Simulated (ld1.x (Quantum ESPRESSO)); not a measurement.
**C: pseudopotential generation**

System: carbon (C, Z = 6), core [He], reference valence 2s2 2p1 (an ion of charge +1), valence charge 4.
Method: ultrasoft potential, PBE, non-relativistic, made with ld1.x (Quantum ESPRESSO) 7.5.

### Key numbers

- outcome: generated; the Bessel test doesn't meet the 2p level
- configuration tests: test run stopped at test 1 of 7 (negative rho)
- lowest eigenvalue of the overlap operator S in a Bessel basis (separate test): 0.056 (p channel)
- range over which the phases arctan(r u′/u) at the test radius agree within 0.05 rad (a looser test near the poles than one of phase shifts): s: up to about 1.7 Ry; p: between about -1.3 and -0.9 Ry; d: up to about 1.4 Ry
- hardware: 1 CPU thread, shared host

### Notes

The scattering phases part by more than π/2 and stay apart in s from about 3.0 Ry: a level there is either far displaced or one that only the pseudo-atom has. In the spherical-Bessel test 2p stands at −1.840 Ry at the top cutoff of 400 Ry against −1.250 Ry all-electron. No cutoff can be given, and the search for ghost states has no verdict.

### Input file
```
 &input
   title='C', zed=6., rel=0, dft='PBE', iswitch=3,
   config='[He] 2s2 2p1 3d-2',
   nld=3, rlderiv=3.85, eminld=-4.0, emaxld=5.0, deld=0.02
 /
 &inputp
   pseudotype=3, tm=.true., lloc=2,
   nlcc=.false.,
   file_pseudopw='C.UPF', file_wfcaegen='ae.wfc', file_wfcncgen='nc.wfc', file_beta='beta', file_chi='chi', file_wfcusgen='us.wfc'
 /
5
2S  1  0   2.00   0.00  0.65  0.85  0.0
2S  1  0   0.00  -0.80  0.65  0.85  0.0
2P  2  1   1.00   0.00  2.65  3.00  0.0
2P  2  1   0.00  -0.35  2.65  3.00  0.0
3D  3  2  -2.00   0.05  3.55  3.55  0.0
 &test
   configts(1)='2s2 2p1'
 /
```

### Input of the test run
```
 &input
   title='C', zed=6., rel=0, dft='PBE', iswitch=2,
   config='[He] 2s2 2p1 3d-2'
 /
 &test
   file_pseudo='C.UPF', nconf=8,
   configts(1)='2s2 2p1',
   configts(2)='2s2 2p2',
   configts(3)='2s2 2p0',
   configts(4)='2s1 2p0',
   configts(5)='2s2 2p1.5',
   configts(6)='2s1 2p3',
   configts(7)='2s0 2p4',
   configts(8)='2s2 2p2.3'
 /
```

Launched with:
```bash
ld1.x < C.in > C.out
```

### The program's output
```
     Program LD1 v.7.5
     --------------------------- All-electron run ----------------------------

     C

     atomic number is  6.00
     dft =PBE   lsd =0 sic =0 latt =0  beta=0.20 tr2=1.0E-14
     Exchange-correlation= PBE
                           (   1   4   3   4   0   0   0)
     mesh =1073 r(mesh) = 100.30751 a.u. xmin = -7.00 dx = 0.01250
     1 Ry =  13.60569312 eV

     n l     nl                  e(Ry)          e(Ha)          e(eV)
     1 0     1S 1( 2.00)       -21.1877       -10.5938      -288.2728
     2 0     2S 1( 2.00)        -1.8922        -0.9461       -25.7445
     2 1     2P 1( 1.00)        -1.2501        -0.6250       -17.0084

     final scf error:  2.5E-15 reached in  23 iterations

     Etot =     -74.698268 Ry,     -37.349134 Ha,   -1016.321709 eV

     Ekin =      74.479382 Ry,      37.239691 Ha,    1013.343614 eV
     Encl =    -169.604717 Ry,     -84.802359 Ha,   -2307.589736 eV
     Eh   =      29.941795 Ry,      14.970897 Ha,     407.378871 eV
     Exc  =      -9.514727 Ry,      -4.757364 Ha,    -129.454457 eV

     normalization and overlap integrals

     s(1S/1S) =  1.000000  <r> =   0.2707  <r2> =    0.0993  r(max) =   0.1730
     s(2S/2S) =  1.000000  <r> =   1.4636  <r2> =    2.5526  r(max) =   1.1714
     s(2P/2P) =  1.000000  <r> =   1.5048  <r2> =    2.8401  r(max) =   1.1143

     ------------------------ End of All-electron run ------------------------

     --------------------- Generating US pseudopotential ---------------------

      Generating local pot.: lloc=2, matching radius rcloc =   3.5500

      Wfc   2S  rcut= 0.643  Using Troullier-Martins method
      Wfc-us  2S rcutus= 0.846  Estimated cut-off energy=    56.88 Ry

      Wfc   2S  rcut= 0.643  Using Troullier-Martins method
      Wfc-us  2S rcutus= 0.846  Estimated cut-off energy=    58.21 Ry

      Wfc   2P  rcut= 2.673  Using Troullier-Martins method
      Wfc-us  2P rcutus= 3.029  Estimated cut-off energy=     9.18 Ry

      Wfc   2P  rcut= 2.673  Using Troullier-Martins method
      Wfc-us  2P rcutus= 3.029  Estimated cut-off energy=    17.85 Ry

     ------------------- End of pseudopotential generation -------------------

     --------------------------- All-electron run ----------------------------

     C

     atomic number is  6.00
     dft =PBE   lsd =0 sic =0 latt =0  beta=0.20 tr2=1.0E-14
     Exchange-correlation= PBE
                           (   1   4   3   4   0   0   0)
     mesh =1073 r(mesh) = 100.30751 a.u. xmin = -7.00 dx = 0.01250
     1 Ry =  13.60569312 eV

     n l     nl                  e(Ry)          e(Ha)          e(eV)
     1 0     1S 1( 2.00)       -21.1877       -10.5938      -288.2728
     2 0     2S 1( 2.00)        -1.8922        -0.9461       -25.7445
     2 1     2P 1( 1.00)        -1.2501        -0.6250       -17.0084

     final scf error:  2.5E-15 reached in  23 iterations

     Etot =     -74.698268 Ry,     -37.349134 Ha,   -1016.321709 eV

     Ekin =      74.479382 Ry,      37.239691 Ha,    1013.343614 eV
     Encl =    -169.604717 Ry,     -84.802359 Ha,   -2307.589736 eV
     Eh   =      29.941795 Ry,      14.970897 Ha,     407.378871 eV
     Exc  =      -9.514727 Ry,      -4.757364 Ha,    -129.454457 eV

     normalization and overlap integrals

     s(1S/1S) =  1.000000  <r> =   0.2707  <r2> =    0.0993  r(max) =   0.1730
     s(2S/2S) =  1.000000  <r> =   1.4636  <r2> =    2.5526  r(max) =   1.1714
     s(2P/2P) =  1.000000  <r> =   1.5048  <r2> =    2.8401  r(max) =   1.1143

     ------------------------ End of All-electron run ------------------------

     Computing logarithmic derivative in   3.86519
     Computing logarithmic derivative in   3.86519
     Computing the partial wave expansion
     R is outside the sphere for l=    0 j= 0.00
     R is outside the sphere for l=    0 j= 0.00
     R is outside the sphere for l=    1 j= 0.00
     R is outside the sphere for l=    1 j= 0.00
       no projector for channel:   2

     ---------------------- Testing the pseudopotential ----------------------

     C

     atomic number is  6.00   valence charge is  4.00
     dft =PBE   lsd =0 sic =0 latt =0  beta=0.20 tr2=1.0E-14
     mesh =1073 r(mesh) = 100.30751 xmin = -7.00 dx = 0.01250

     n l     nl             e AE (Ry)        e PS (Ry)    De AE-PS (Ry)
     1 0     2S   1( 2.00)       -1.89219       -1.89219        0.00000
     2 1     2P   1( 1.00)       -1.25009       -1.25009        0.00000

     eps = 6.9E-23  iter =  1

     Etot =     -74.698268 Ry,     -37.349134 Ha,   -1016.321709 eV
     Etotps =    -9.860459 Ry,      -4.930230 Ha,    -134.158381 eV

     Ekin =       2.792900 Ry,       1.396450 Ha,      37.999340 eV
     Encl =     -15.933481 Ry,      -7.966741 Ha,    -216.786058 eV
     Ehrt =       5.451366 Ry,       2.725683 Ha,      74.169610 eV
     Ecxc =      -2.185451 Ry,      -1.092726 Ha,     -29.734582 eV
     Epseu=       0.014208 Ry,       0.007104 Ha,       0.193308 eV

     ---------------------- End of pseudopotential test ----------------------
```

### Output of the test run (extracts)
```
     ---------------------- Testing the pseudopotential ----------------------

     C

     atomic number is  6.00   valence charge is  4.00
     dft =PBE   lsd =0 sic =0 latt =0  beta=0.20 tr2=1.0E-14
     mesh =1073 r(mesh) = 100.30751 xmin = -7.00 dx = 0.01250

     n l     nl             e AE (Ry)        e PS (Ry)    De AE-PS (Ry)
     1 0     2S   1( 2.00)       -1.89219       -1.89219        0.00000
     2 1     2P   1( 1.00)       -1.25009       -1.25009        0.00000

     eps = 1.0E-18  iter =  1

     Etot =     -74.698268 Ry,     -37.349134 Ha,   -1016.321708 eV
     Etotps =    -9.860459 Ry,      -4.930230 Ha,    -134.158381 eV

     Ekin =       2.792900 Ry,       1.396450 Ha,      37.999340 eV
     Encl =     -15.933481 Ry,      -7.966741 Ha,    -216.786058 eV
     Ehrt =       5.451366 Ry,       2.725683 Ha,      74.169610 eV
     Ecxc =      -2.185451 Ry,      -1.092726 Ha,     -29.734582 eV
     Epseu=       0.014208 Ry,       0.007104 Ha,       0.193308 eV

     ---------------------- End of pseudopotential test ----------------------
```

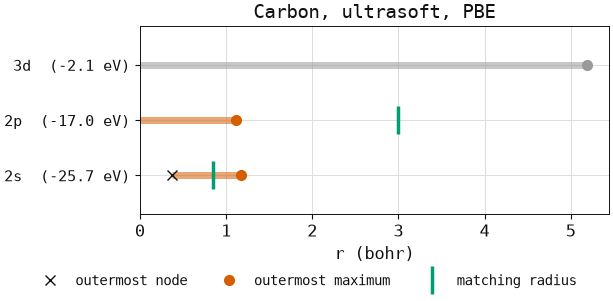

Fig. 1: Outer shells of the all-electron reference atom: each bar runs from the outermost node (or the nucleus) to the outermost maximum of u(r); the tick is the radius chosen for the pseudo-wave. Shells without a tick have no pseudo-wave of their own. Levels, nodes and maxima are from ld1.x, non-relativistic.

- Radii against the shells: 2s: 0.85 bohr, between node and maximum; 2p: 3.00 bohr, outside the maximum. In the spherical-Bessel test 2p stands at −1.840 Ry at the top cutoff of 400 Ry against −1.250 Ry all-electron. No cutoff can be given, and the search for ghost states has no verdict.

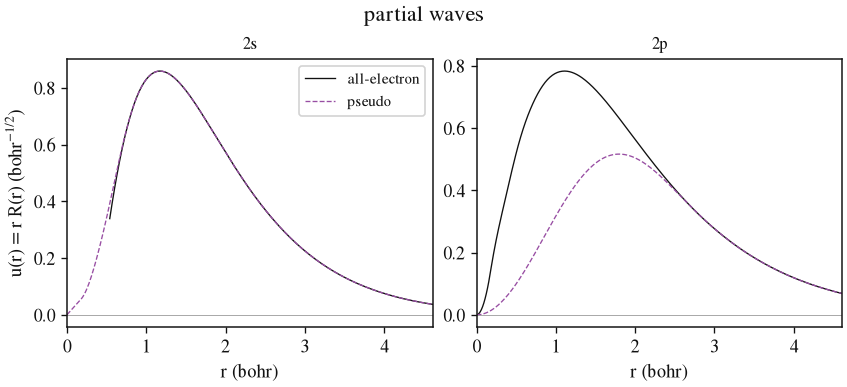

Fig. 2: Partial waves u(r) = r R(r), all-electron (solid) and pseudo (dashed). The innermost oscillations of some all-electron curves aren't drawn. Reference configuration 2s2 2p1.

- Matching radii: 2s at 0.85 bohr; 2p at 3.00 bohr. The curves merge smoothly, so the plot gives these only roughly.
- Nodes of the pseudo-waves: 2s has no node; 2p has no node.
